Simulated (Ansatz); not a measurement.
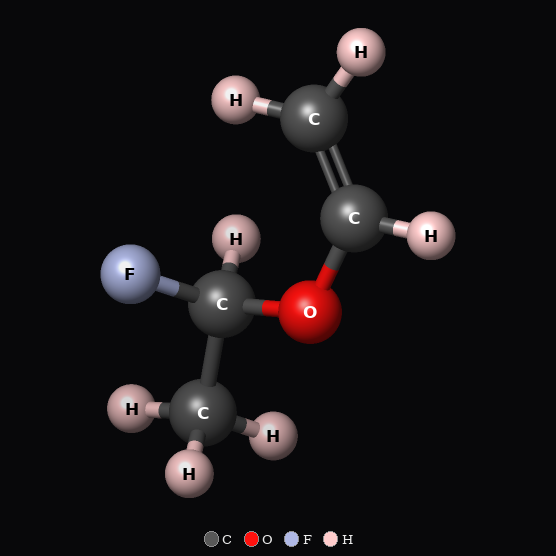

Multiple sticks mark multiple bonds (one Kekulé form).

The computed structure is the end point of a PBE0-D4/def2-TZVP optimisation.

Description:

It has 13 atoms: 4 carbon, 7 hydrogen, 1 fluorine and 1 oxygen (C₄H₇FO). Its SMILES string is `C=CO[C@@H](C)F`. It has no ring. Among its groups: ether, alkene, C–F bond. This geometry has C1 symmetry. Coordination: 2 C trigonal planar; 1 O bent; 2 C tetrahedral.

More results for the same structure follow; atom numbers are the same in all pictures, views and colours differ.

## Levels of theory compared

Program: Ansatz 0.2.0.

Compare HOMO–LUMO gap (eV), dipole (D) at these levels: B3LYP-D4/def2-TZVPP; PBE-D4/def2-TZVPP; r2SCAN-D4/def2-TZVPP; ωB97M-V/def2-TZVPP.

```tsv
level	HOMO–LUMO gap (eV)	dipole (D)
B3LYP-D4/def2-TZVPP	7.16	1.57
PBE-D4/def2-TZVPP	5.40	1.49
r2SCAN-D4/def2-TZVPP	5.88	1.55
ωB97M-V/def2-TZVPP	12.03	1.57
```

## Thermal motion

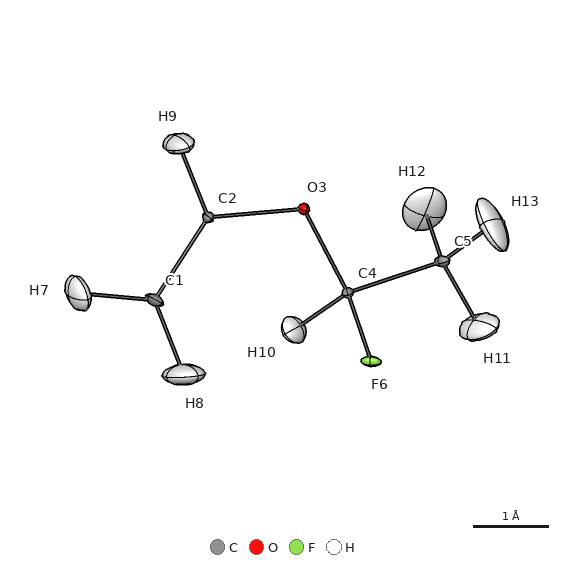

Displacement ellipsoids at the 50 % level, from the internal vibrations of the free molecule (harmonic, no overall translation or rotation; no half-axis is drawn under 0.075 Å). Vibrations computed with RKS PBE0-D4/def2-TZVP (Ansatz 0.2.0). Temperature: 298 K.

Which atom moves most?

Answer. H8, with U_eq = 0.0395 Å².

Does H8 move more along its bond or across it?

Answer. Across it: the root-mean-square amplitude is 0.096 Å along the bond and up to 0.291 Å across, since bending and torsion are softer than stretching.

Give the displacement parameters, one line for each set of equivalent atoms.

```
atom  U_eq (Å²)   rms amplitudes (Å)
  C1     0.0068  0.033, 0.074, 0.117
  C2     0.0026  0.030, 0.041, 0.071
  O3     0.0034  0.032, 0.047, 0.084
  C4     0.0021  0.038, 0.044, 0.054
  C5     0.0040  0.042, 0.049, 0.088
  F6     0.0040  0.035, 0.051, 0.090
  H7     0.0264  0.090, 0.154, 0.218
  H8     0.0395  0.088, 0.162, 0.291
  H9     0.0298  0.080, 0.119, 0.262
 H10     0.0152  0.082, 0.126, 0.152
 H11     0.0325  0.083, 0.152, 0.260
 H12     0.0347  0.084, 0.181, 0.254
 H13     0.0350  0.097, 0.170, 0.258
```

## Charges

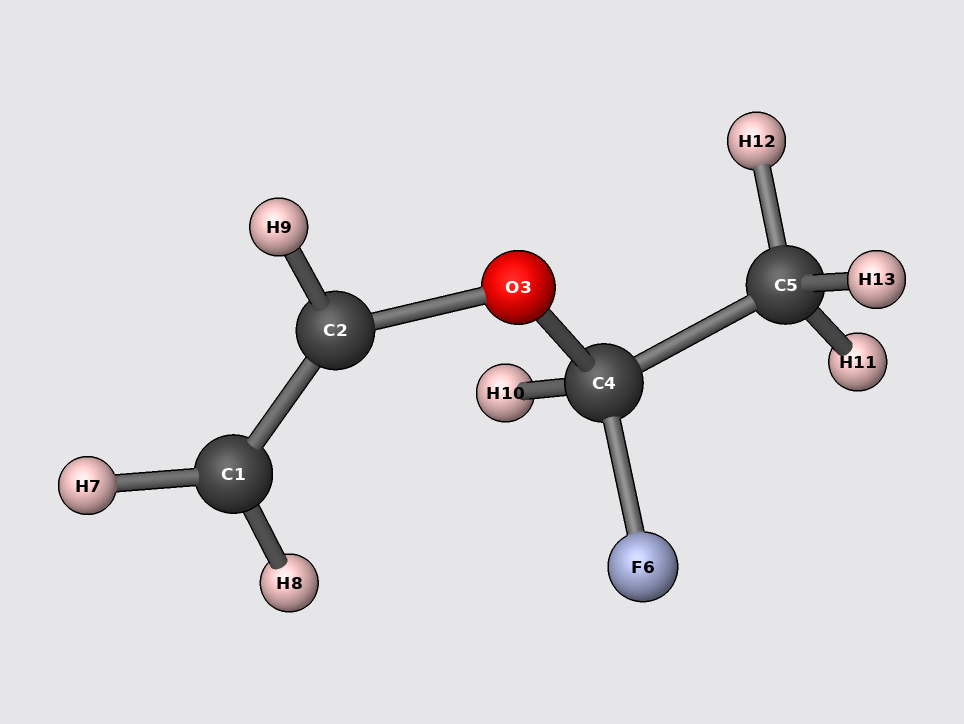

The questions are on Mulliken charges. Level of theory: RKS PBE0-D4/def2-TZVP (Ansatz 0.2.0).

Give the Mulliken charges atom by atom.

```csv
atom,value (e)
C1,−0.34
C2,0.02
O3,−0.22
C4,0.20
C5,−0.33
F6,−0.22
H7,0.13
H8,0.15
H9,0.13
H10,0.08
H11,0.13
H12,0.13
H13,0.13
```

Mulliken values depend strongly on the basis set and can even reverse the polarity of a bond.
